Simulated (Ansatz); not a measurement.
## Debugging a many-body input for Cs2AgBiBr6 (Fm-3m)

What is wrong with this input for Cs2AgBiBr6 (Fm-3m)?

Program: Ansatz 0.2.0. Level of theory: G0W0 on PBE, plane waves, PAW. Results are calculated unless marked as measured.

In doubt: one-shot GW on d or f shells is unsure, so the values of those runs are not to be relied on.

## (1) Set-up

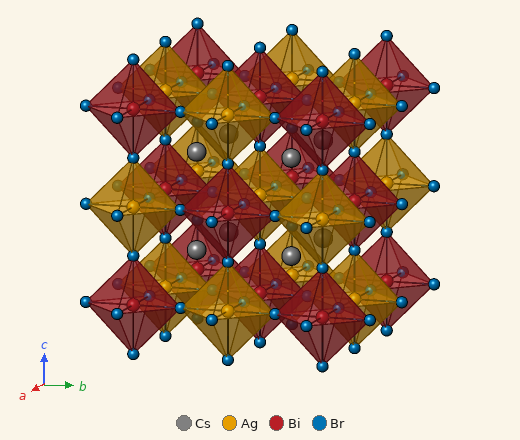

Start, viewed slightly off an axis; caesium grey, silver orange, bismuth red, bromine blue. This picture shows the conventional cell, with its axes. Some periodic images of atoms are drawn too.

As a file:

```cif
data_structure
_symmetry_space_group_name_H-M 'Fm-3m'
_symmetry_Int_Tables_number 225
_cell_length_a 11.2322
_cell_length_b 11.2322
_cell_length_c 11.2322
_cell_angle_alpha 90.000
_cell_angle_beta 90.000
_cell_angle_gamma 90.000
_cell_volume 1417.08
loop_
_atom_site_label
_atom_site_type_symbol
_atom_site_symmetry_multiplicity
_atom_site_Wyckoff_symbol
_atom_site_fract_x
_atom_site_fract_y
_atom_site_fract_z
_atom_site_occupancy
Cs1 Cs 8 c 0.25000 0.75000 0.75000 1
Ag1 Ag 4 b 0.50000 0.00000 0.00000 1
Bi1 Bi 4 a 0.00000 0.00000 0.00000 1
Br1 Br 24 e 0.50000 0.75055 0.00000 1
```

The cell and positions come from the Crystallography Open Database and are kept as given unless a step says otherwise. Spin-orbit coupling is left out unless a step names it. The default PAW set here is soft_2. Its files were made with PBE.

## (2) First try

input.yaml reads:

```yaml
crystal:
  lattice:
    - [0.0, 5.6161, 5.6161]
    - [5.6161, 0.0, 5.6161]
    - [5.6161, 5.6161, 0.0]
  atoms:
    - { symbol: Cs, position: [0.25, 0.25, 0.25] }
    - { symbol: Cs, position: [0.75, 0.75, 0.75] }
    - { symbol: Ag, position: [0.5, 0.5, 0.5] }
    - { symbol: Bi, position: [0.0, 0.0, 0.0] }
    - { symbol: Br, position: [0.25055, 0.74945, 0.25055] }
    - { symbol: Br, position: [0.25055, 0.74945, 0.74945] }
    - { symbol: Br, position: [0.74945, 0.25055, 0.74945] }
    - { symbol: Br, position: [0.74945, 0.25055, 0.25055] }
    - { symbol: Br, position: [0.25055, 0.25055, 0.74945] }
    - { symbol: Br, position: [0.74945, 0.74945, 0.25055] }
kpoints:
  mp_grid: { grid: [2, 2, 2] }
hamiltonian:
  xc: pbe
scf:
  occupations: { method: fixed }
gw:
  n_empty_bands: 575
  ecut_chi: 10
  qp_bands: [v3, c3]
  qp_kpoints: band_edges
  screening: { model: contour_deformation }
```

On the command line:

```sh
$ ansatz run input.yaml --threads 3 --pin off --max-ram 92160MiB --backend cuda --events-out ev --progress --plain --runs-dir out --devices 1 --max-vram 13GiB
```

Numbers of over 12 decimals in the logs are rounded to 6 here.

The program printed:

```text
GPUs: using 1 of 1 available (devices: 1).
Engine: ansatz 0.2.0, x86_64-unknown-linux-gnu
Pseudopotentials: kind: paw
Pseudopotential: Cs, paw, valence charge 9, recommended cutoff 420 eV (normal), Cs.paw.azcp
Pseudopotential: Ag, paw, valence charge 19, recommended cutoff 420 eV (normal), Ag.paw.azcp
Pseudopotential: Bi, paw, valence charge 15, recommended cutoff 420 eV (normal), Bi.paw.azcp
Pseudopotential: Br, paw, valence charge 7, recommended cutoff 420 eV (normal), Br.paw.azcp
Functional definition: PBE
  parameter kappa = 0.804
  parameter beta = 0.066725
  exchange = pbe_x(kappa = kappa, mu = beta*pi^2/3)
  correlation = pbe_c(beta = beta)
device memory: the entry about to start is reckoned to put 4.4 GiB on a device that reports 42.3 GiB free (of which the cap on the GPU budget leaves the run 13.0 GiB)
GPU FFT provider: cuFFT
GPU libraries: cuBLAS 13.8.2, cuFFT 12.4.0, cuSOLVER 12.3.4
Crystal: 10 atoms, lattice volume = 354.270 Å³
Basis set: ecut = 420 eV, 6879 PW (Γ)
Bands: 57, of which v1, the nominal top of the filled ones, is band 47 counted from 1 (46 counted from 0)
Symmetry: 48 space group operations
Space group: Fm-3m (ITA 225), of the structure as read, at distance tolerance 7.1e-5 Å
k-points: 3 of 8
Non-local potential: Cs, projectors of the file, l = 0: 3, l = 1: 2, l = 2: 2, l = 3: 2
Non-local potential: Ag, projectors of the file, l = 0: 3, l = 1: 2, l = 2: 2, l = 3: 1
Non-local potential: Bi, projectors of the file, l = 0: 2, l = 1: 2, l = 2: 2, l = 3: 2
Non-local potential: Br, projectors of the file, l = 0: 2, l = 1: 2, l = 2: 2
PAW form: soft (Blöchl's): semilocal exchange-correlation on the pseudo side does not see the compensation charge
PAW one-centre angular grid: Cs, 194 points (default); XC on 64 Gauss nodes
PAW one-centre angular grid: Ag, 590 points (default); XC on 64 Gauss nodes
PAW one-centre angular grid: Bi, 590 points (default); XC on 64 Gauss nodes
PAW one-centre angular grid: Br, 110 points (default); XC on 64 Gauss nodes
Initial density: superposition of atomic densities (neutral atoms: chi_scale 0, normalization atom), corrected by the library's trained network
Initial wavefunctions: pseudopotential atomic-orbital guess
GPU buffer pool allocated for 157464 grid points (all kernels)
GPU transforms: local potential and band sums: pruned to the plane-wave sphere, on 54×54×54
Functional: x = pbe(κ = 0.804, μ = 0.219515), c = pbe(β = 0.066725)
SCF iter   1: F=—  HF=-48038.825932 eV  |F-HF|=—  |Δ(HF+E_count)|=         —  Δρ=6.39e-4  dr2=2.60e-3  ethr=1.77e-3  ⟨swp⟩=5.3  Hψ=594  notcnv=0  defer=21
preconditioner: auto → Resta (q_TF=auto, 2.187 Å⁻¹)  ε∞=3.6  [insulator: Δε(μ)=1.245 eV  Ē_g=10.313 eV  n_scr=58 (ndim 8)  ℏωp=16.7 eV  f_vac=0.040  ε∞_Penn≈3.6]
SCF iter   2: F=—  HF=-48038.831409 eV  |F-HF|=—  |Δ(HF+E_count)|=   5.48e-3  Δρ=3.06e-4  dr2=2.10e-4  ethr=2.77e-6  ⟨swp⟩=3.0  Hψ=463  notcnv=0  defer=23
SCF iter   3: F=—  HF=-48038.831575 eV  |F-HF|=—  |Δ(HF+E_count)|=   1.66e-4  Δρ=1.58e-4  dr2=5.59e-5  ethr=2.23e-7  ⟨swp⟩=2.0  Hψ=229  notcnv=0  defer=22
SCF iter   4: F=—  HF=-48038.831663 eV  |F-HF|=—  |Δ(HF+E_count)|=   8.77e-5  Δρ=4.78e-5  dr2=7.90e-6  ethr=5.95e-8  ⟨swp⟩=2.0  Hψ=263  notcnv=0  defer=21
SCF iter   5: F=—  HF=-48038.831663 eV  |F-HF|=—  |Δ(HF+E_count)|=   4.86e-7  Δρ=1.34e-5  dr2=7.21e-7  ethr=8.40e-9  ⟨swp⟩=2.0  Hψ=300  notcnv=0  defer=22
SCF iter   6: F=-48038.831664 eV  HF=-48038.831664 eV  |F-HF|=6.40e-9  |Δ(HF+E_count)|=   8.56e-7  Δρ=3.03e-6  dr2=4.31e-8  ethr=1.06e-10  ⟨swp⟩=17.7  Hψ=938  notcnv=0
SCF 1 converged in 6 iterations: F = -48038.831664 eV  dr2 = 4.31e-8
[...]
device memory: the entry about to start is reckoned to put 5.4 GiB (of the 5.5 GiB reckoned in all, the device holds 0.1 GiB already) on a device that reports 42.2 GiB free (of which the cap on the GPU budget leaves the run 12.9 GiB)
NSCF: frozen V_eff on 3 k-points
[...]
device memory: the entry about to start is reckoned to put 6.3 GiB on a device that reports 42.3 GiB free (of which the cap on the GPU budget leaves the run 13.0 GiB)
NSCF: frozen V_eff on 3 k-points
G₀W₀ screening: q 1/3
[... further progress lines ...]
device memory: the entry about to start is reckoned to put 1.4 GiB on a device that reports 41.6 GiB free (of which the cap on the GPU budget leaves the run 13.0 GiB)
NSCF: frozen V_eff on 1 k-points
device memory: the entry about to start is reckoned to put 1.4 GiB on a device that reports 41.6 GiB free (of which the cap on the GPU budget leaves the run 13.0 GiB)
NSCF: frozen V_eff on 1 k-points
SCF converged after 6 iterations
Free energy (F): -48038.831664 eV
Harris-Foulkes:  -48038.831664 eV  (|F-HF|=6.40e-9)
Internal energy: -48038.831664 eV  (E = F + TS)
E sigma→0 (E₀):  -48038.831664 eV
Fermi energy:    4.467299 eV
--- Per-component energies (eV) ---
  E_band       = -797.612010
  E_kinetic    = 1917.401362
  E_local      = -8313.720587  (includes V_loc(G=0)·N_el)
  E_nonlocal   = 1129.057446
  E_hartree    = 3268.780947
  E_xc         = -2273.417228
  E_vxc        = -1255.086492  (∫ρ·V_xc dr)
  E_paw        = -38180.965163  (= ΣΔE_a)
  E_vpaw       = -812.835067  (= ΣTr[D̂ρ^β])
  E_aug_tail   = -0.000082  (compensation charges beyond the density's cutoff)
  E_ewald      = -5585.968359
  E_smearing   = -0.000000  (= −TS)
  E_closure    = -0.000000  (closes the sum)
  Σ components = -48038.831664   (vs F -48038.831664, Δ=0.00e0)
--- Band table (eV) ---
  k-point 0: bands = [... 43 lower, 3.2209, 3.2209, 3.7748, 3.7748, 6.7482, 6.7482, 6.7482, 8.0610, ... 6 higher]
  k-point 1: bands = [... 43 lower, 2.9219, 3.0703, 3.1829, 3.1829, 5.7010, 8.1537, 8.1537, 9.3734, ... 6 higher]
  k-point 2: bands = [... 43 lower, 2.8871, 3.2041, 3.7690, 4.4673, 7.2559, 7.2559, 7.6269, 8.8064, ... 6 higher]
--- G₀W₀: contour deformation, 7 samples at zero and on the imaginary axis and 2 off it, 8 q-points, 575 empty bands' worth ---
  eigenvalues of the whole cell's RPA ε∞ on this k-mesh (on a slab, of 1 + 4πα/V) = 6.4276, 6.4276, 6.4276; static W/v taken at q = 0 is 0.155580
  gw.qp_kpoints: band_edges: 3 of 3 stored k-points solved, in 1 pass; an edge of the gap read off the rows below is read off those points alone
    ik  band        ε_KS         Σx   Σc(E_QP)       V_xc       Z   E_QP_lin       E_QP  E_QP is
     0    45      3.2209   -19.8580     3.1120   -16.0215  0.7936     2.4837     2.4965  root
     0    46      3.7748   -26.6134     3.0881   -22.6073  0.7959     2.8374     2.8569  root
     0    47      3.7748   -26.6134     3.0881   -22.6073  0.7959     2.8374     2.8569  root
     0    48      6.7482    -9.4779    -2.8338   -13.3134  0.8119     7.7701     7.7497  root
     0    49      6.7482    -9.4779    -2.8338   -13.3134  0.8119     7.7701     7.7497  root
     0    50      6.7482    -9.4779    -2.8338   -13.3134  0.8119     7.7701     7.7497  root
     1    45      3.0703   -18.7968     2.3097   -16.2431  0.8018     2.8250     2.8262  root
     1    46      3.1829   -23.2056     3.2245   -19.1260  0.7934     2.3052     2.3278  root
     1    47      3.1829   -23.2056     3.2245   -19.1260  0.7934     2.3052     2.3278  root
     1    48      5.7010    -9.8247    -2.7591   -13.6712  0.8144     6.8101     6.7883  root
     1    49      8.1537   -12.4926    -2.9128   -16.4888  0.7865     9.2294     9.2371  root
     1    50      8.1537   -12.4926    -2.9128   -16.4888  0.7865     9.2294     9.2371  root
     2    45      3.2041   -19.7988     3.1046   -15.9683  0.7935     2.4653     2.4782  root
     2    46      3.7690   -26.6210     3.0925   -22.6078  0.7956     2.8285     2.8483  root
     2    47      4.4673   -24.3395     2.4601   -21.3670  0.8076     3.9501     3.9548  root
     2    48      7.2559   -10.3862    -2.8977   -14.3640  0.8058     8.3647     8.3360  root
     2    49      7.2559   -10.3862    -2.8977   -14.3640  0.8058     8.3647     8.3360  root
     2    50      7.6269   -10.8628    -2.9899   -14.9798  0.8001     8.7916     8.7540  root
```

The job ended after 13 s (1 × NVIDIA H100 80GB HBM3 (shared by 6 runs) with 3 threads of AMD EPYC 7R13 (Zen 3), shared host; peak memory 1.5 GiB; 18 s of CPU time).

In the SCF lines HF is the Harris–Foulkes energy and dr2 the Hartree energy of the density residual, in eV; the loop may stop once dr2 is under the threshold and the program's other checks hold. Hψ counts applications of the Hamiltonian.

**Diagnosis.**

The run ended normally, though the input holds a fault or crude settings.

The fault: screening cutoff of 10 eV. Nearly all local fields and short-range correlation are left out.

It printed a gap of 2.83 eV, which is an artefact of the settings.

## (3) A better input

G0W0 replaces the xc potential by the self-energy, built once from these orbitals. Only a window of levels is corrected, while the sums run over the empty bands that the input names.

input.yaml: that of step 2 with these lines changed.

```diff
@@ -23,4 +23,4 @@
 gw:
-  n_empty_bands: 575
-  ecut_chi: 10
+  n_empty_bands: 491
+  ecut_chi: 72
   qp_bands: [v3, c3]
```

The program printed:

```text
GPUs: using 1 of 1 available (devices: 1).
[...]
GPU FFT provider: cuFFT
GPU libraries: cuBLAS 13.8.2, cuFFT 12.4.0, cuSOLVER 12.3.4
Crystal: 10 atoms, lattice volume = 354.270 Å³
Basis set: ecut = 420 eV, 6879 PW (Γ)
Bands: 57, of which v1, the nominal top of the filled ones, is band 47 counted from 1 (46 counted from 0)
[... 1 set-up line as in the run before ...]
[...]
k-points: 3 of 8
[...]
GPU buffer pool allocated for 157464 grid points (all kernels)
[...]
SCF iter   1: F=—  HF=-48038.825932 eV  |F-HF|=—  |Δ(HF+E_count)|=         —  Δρ=6.39e-4  dr2=2.60e-3  ethr=1.77e-3  ⟨swp⟩=5.3  Hψ=594  notcnv=0  defer=21
[...]
SCF iter   6: F=-48038.831664 eV  HF=-48038.831664 eV  |F-HF|=6.40e-9  |Δ(HF+E_count)|=   8.56e-7  Δρ=3.03e-6  dr2=4.31e-8  ethr=1.06e-10  ⟨swp⟩=17.7  Hψ=938  notcnv=0
SCF 1 converged in 6 iterations: F = -48038.831664 eV  dr2 = 4.31e-8
[...]
0    45      3.2209   -19.8580     2.9761   -16.0215  0.7464     2.3404     2.3605  root
     0    46      3.7748   -26.6134     3.4621   -22.6073  0.7436     3.2237     3.2309  root
     0    47      3.7748   -26.6134     3.4621   -22.6073  0.7436     3.2237     3.2309  root
     0    48      6.7482    -9.4779    -3.3149   -13.3134  0.7792     7.2742     7.2688  root
     0    49      6.7482    -9.4779    -3.3149   -13.3134  0.7792     7.2742     7.2688  root
     0    50      6.7482    -9.4779    -3.3149   -13.3134  0.7792     7.2742     7.2688  root
     1    45      3.0703   -18.7968     2.0111   -16.2431  0.7555     2.5206     2.5276  root
     1    46      3.1829   -23.2056     3.3616   -19.1260  0.7422     2.4490     2.4649  root
[...]
2    47      4.4673   -24.3395     2.5651   -21.3670  0.7586     4.0565     4.0598  root
     2    48      7.2559   -10.3862    -3.3895   -14.3640  0.7691     7.8525     7.8441  root
     2    49      7.2559   -10.3862    -3.3895   -14.3640  0.7691     7.8525     7.8441  root
     2    50      7.6269   -10.8628    -3.4825   -14.9798  0.7605     8.2732     8.2613  root
[key lines of the parts left out:]
SCF converged after 6 iterations
Free energy (F): -48038.831664 eV
Fermi energy:    4.467299 eV
```

Run time: 18 s. Hardware: 1 × NVIDIA H100 80GB HBM3 (shared by 6 runs) with 3 threads; peak memory 1.5 GiB.

Numbers from this step:

| Quantity | Value |
| --- | --- |
| bands summed | 538 |
| RPA ε∞ on this mesh (eigenvalues) | 5.830, 5.830, 5.830 |
| plane waves in the screening matrix | 531 |
| q-points in the mesh | 8 |
| G0W0 gap on the mesh | 2.152 eV |
| k of the valence top | 0, -0.5, -0.5 |
| k of the conduction bottom | 0, 0, -0.5 |
| starting gap on the mesh | 1.234 eV |
| Z at the valence top | 0.7586 |
| Z at the conduction bottom | 0.7828 |
| least direct G0W0 gap on the computed points | 3.684 eV |

The gap on the mesh goes from 1.23 eV to 2.15 eV, a correction of +0.92 eV. Between the two edge states, bare exchange in place of the xc potential would open the gap by 6.82 eV, and correlation takes back 5.90 eV.

## (4) What came out

```yaml
first_try: converged after 13 s
better_run: G0W0 gap on the mesh 2.15 eV (2×2×2 mesh, 491 empty bands, screening to 72 eV)
```

The second run differs in: empty bands and screening cutoff (eV). Bands and cutoff are finite, so the gap is not at the basis limit. The miss can reach some tenths of an eV and take either sign; the mesh is an error of its own. The 2×2×2 mesh is coarse for this cell (its supercell is 16 Å along the shortest edge). The RPA ε∞ on it, from the PBE start, is 5.83; such meshes misread the long-range screening, most where the gap is narrow. Where an edge is built on 6p states of lead, bismuth or thallium, scalar-relativistic gaps usually stand too wide, by a few tenths to over one eV. A d shell, filled or nearly so, lies near the gap. One-shot GW converges very slowly in bands there, not always from below, and on a semilocal start the gap tends to come out low; starts rich in exact exchange can overshoot instead. The many-body steps are scalar-relativistic: spin-orbit coupling is not in them.

[Paths, hosts, dates, memory and timing lines, banners, echoed tables and standing remarks are left out of the program output.]

[Logs are printed without paths, hosts, clocks, repeated set-up lines and the standing remarks that a program may print on its own settings, such as how far it seeks lower states.]

[Runs of the session that timed out or met a known fault of the program may be left out.]

[Cells called generated may have been cut or substituted from an entry of the Crystallography Open Database or the Materials Project.]

[Hosts, paths, dates, database ids (printed as entryN), source tags and the programs' standing remarks are cut or masked in the printed files.]
